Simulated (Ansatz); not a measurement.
The starting structures come from a database of crystals and need not be the phases stable at ambient conditions.

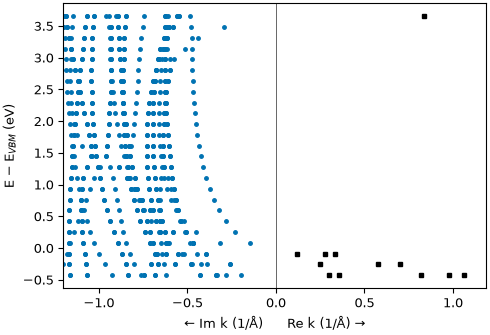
Figure. Complex bands at the centre of the two-dimensional zone; r2SCAN (Ansatz, a quantum-chemistry and plane-wave program)

No gap correction and no spin-orbit coupling; mid-gap values are interpolated between computed energies.

Task: This is Sr$_{2}$H$_{3}$NO$_{6}$ (P-62m, not sure to be the ambient phase, 12 atoms a cell, 11.7 Å³ an atom, -4 GPa at this level) along the normal of (111). Read off the slowest decay at the centre of the two-dimensional zone at 1.61 eV, the computed energy nearest the middle of the gap.

Result: κ ≈ 0.43 1/Å, a decay length 1/(2κ) of the density of 1.2 Å.
